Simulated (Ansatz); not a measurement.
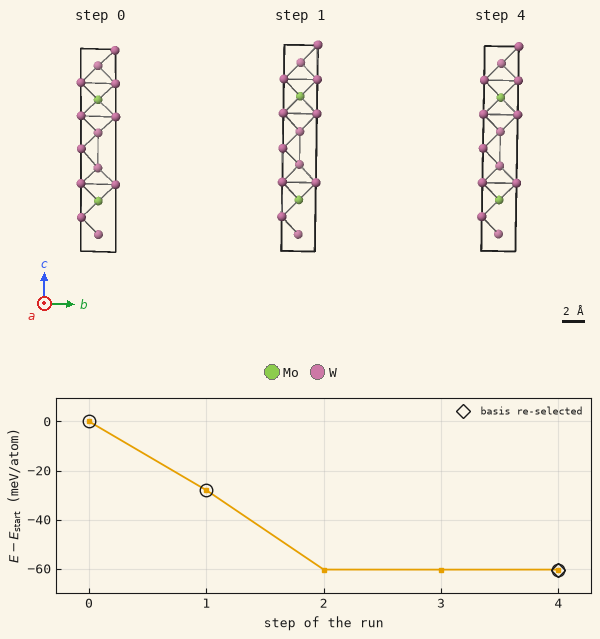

Frames of a relaxation of crystalline MoW$_{5}$ (a generated structure, set up in P1) (coarse preliminary run), marked on the history of the run. The picture is a ball-and-stick view of the cell of the calculation, reduced to other axes, seen along the a axis. Lengths and directions refer to the drawn axes.

Theory: Ansatz 0.2.0, DFT PBE, scalar-relativistic, plane waves, PAW.

The input:
```yaml
crystal:
  lattice:
    - [3.2324433117, 0.0447529046, 0.053677391]
    - [0.0447529046, 3.1723800777, -0.027044336]
    - [0.3221411188, -0.1623046966, 18.8782391787]
  atoms:
    - { symbol: Mo, position: [0.4967287313, 0.5121542221, 0.2496192882] }
    - { symbol: Mo, position: [0.5068385769, 0.4918609899, 0.7496434138] }
    - { symbol: W, position: [-0.0021896155, -0.0034976363, 0.3333337452] }
    - { symbol: W, position: [-0.0003007214, -0.0216387516, 0.8315694481] }
    - { symbol: W, position: [0.5126562332, 0.5060911234, 0.4128576274] }
    - { symbol: W, position: [0.506122656, 0.5049861511, 0.9176601566] }
    - { symbol: W, position: [0.0144787734, 0.0018000853, -0.0038479828] }
    - { symbol: W, position: [-0.0134736012, -0.0297500114, 0.5046738392] }
    - { symbol: W, position: [0.496003776, 0.5282284907, 0.0842858765] }
    - { symbol: W, position: [0.5049673844, 0.5178338685, 0.5863119275] }
    - { symbol: W, position: [-0.0143586895, 0.0039108907, 0.1661990236] }
    - { symbol: W, position: [-0.0074735037, -0.0119794226, 0.6676936368] }
basis:
  ecutwfc: 420
kpoints:
  mp_grid: { grid: [6, 6, 1] }
hamiltonian:
  xc: pbe
scf:
  occupations: { method: gaussian, width: 0.2 }
  lower_state_search: "off"
output:
  forces: true
  stress: true
  eigenvalues: true
relax:
  adjacent_minimum: "off"
  f_tol: 0.025
  max_steps: 60
  cell: { stress_tol: 0.25 }
```

Command:
```bash
ansatz run input.yaml --threads 4 --pin off --max-ram 8192MiB --backend cpu --events-out ev --progress --plain --runs-dir out
```

Q: What happens along the run?

A: After 3 accepted moves (4 points after the start) the energy has fallen by 60.4 meV per atom. Largest force component: 1.8 eV/Å at the start, 0.0065 eV/Å at the end. The pressure goes from 0.45 to −0.16 GPa. At 1 point the geometry stayed and the basis and grid were re-selected for the new cell (energy shift of less than 0.05 meV per atom at most each time). The atom that moves furthest relative to the cell is W8 (0.14 Å in a general direction near [3 −2 −1]). Largest moves by element: W 0.14 Å, Mo 0.04 Å. Cell: a 3.173 → 3.179 Å (+0.2 %), b 3.233 → 3.179 Å (−1.7 %), c 18.882 → 19.091 Å (+1.1 %), α 91.9° → 90.0°, β 91.0° → 90.0°, γ 91.6° → 90.0°. Volume −0.3 %. Some distances before and after: W5–W8 2.975 → 2.756 Å, W8–W10 2.907 → 2.756 Å, W6–W7 2.614 → 2.756 Å, W5–W8 (another image) 2.894 → 2.756 Å. The space group (tolerance 0.01 Å) goes from P1 (No. 1) to P4/mmm (No. 123). Cost: 28 s on 4 threads of Intel(R) Xeon(R) 6975P-C (Granite Rapids), on a shared host, peak memory 0.92 GiB. From step 0 to 1: W8 moves most (0.19 Å), volume −1.5 %, energy −28.0 meV per atom. From step 1 to 4: W5 moves most (0.10 Å), volume +1.2 %, energy −32.4 meV per atom.

```json
{"step": "0", "E − E(0), meV/atom": "0.00", "largest force component, eV/Å": "1.7770", "pressure, GPa": "0.45", "volume, Å³/atom": "16.123", "note": ""}
{"step": "1", "E − E(0), meV/atom": "-28.03", "largest force component, eV/Å": "2.5721", "pressure, GPa": "4.13", "volume, Å³/atom": "15.888", "note": ""}
{"step": "2", "E − E(0), meV/atom": "-60.38", "largest force component, eV/Å": "0.0326", "pressure, GPa": "0.17", "volume, Å³/atom": "16.058", "note": ""}
{"step": "3", "E − E(0), meV/atom": "-60.40", "largest force component, eV/Å": "0.0065", "pressure, GPa": "-0.16", "volume, Å³/atom": "16.076", "note": ""}
{"step": "4", "E − E(0), meV/atom": "-60.39", "largest force component, eV/Å": "0.0065", "pressure, GPa": "-0.16", "volume, Å³/atom": "16.076", "note": "same geometry, new basis"}
```
